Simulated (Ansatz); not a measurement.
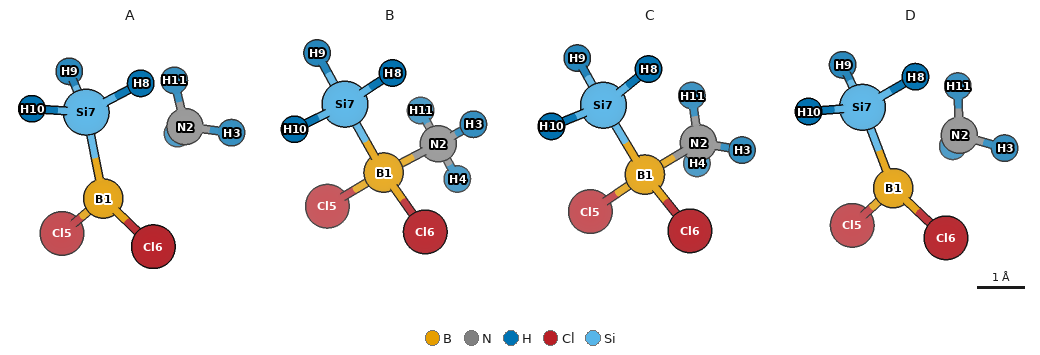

4 geometries from one relaxation of BSiNH$_{6}$Cl$_{2}$, in shuffled order. A ball-and-stick model, seen from a free direction.

The run prepares an end point of a later path (reaction) calculation, from a guessed geometry.

These are results of Ansatz 0.2.0, RKS PBE-D4/6-31G*, not measurements. Set-up: no spin polarisation; force threshold 0.03 eV/Å; at most 50 steps.

**Put them in the order of the run, from the start to the converged end.**

A, D, C, B. They are steps 0, 3, 7, 12, at +23.4 kcal/mol, +15.0 kcal/mol, +2.36 kcal/mol relative to the last. The largest move after the best rigid fit is that of H4, 1.15 Å. By element the largest moves are H 1.15 Å, B 0.83 Å, Cl 0.67 Å, N 0.40 Å, Si 0.24 Å. Some distances before and after: B1–N2 2.734 → 1.639 Å, B1–Cl6 1.774 → 1.859 Å, B1–Cl5 1.778 → 1.860 Å, B1–Si7 1.971 → 2.043 Å. New bonds form, among them: B1–N2 (2.73 → 1.64 Å). Among the angles between lasting bonds that change: Cl5–B1–Si7 120.9° → 112.5°, Cl5–B1–Cl6 117.7° → 113.7°, H8–Si7–H9 108.2° → 105.8°. Over 12 geometry steps the energy falls by 23.4 kcal/mol. The largest force component goes from 0.69 to 0.027 eV/Å. Cost: 16 s on 2 threads of Intel(R) Xeon(R) 6975P-C (Granite Rapids) (shared host), peak memory 0.17 GiB.

Limits of the set-up: the start holds two separate molecules, 2.3 Å apart at their closest, whose relative position is a soft coordinate.
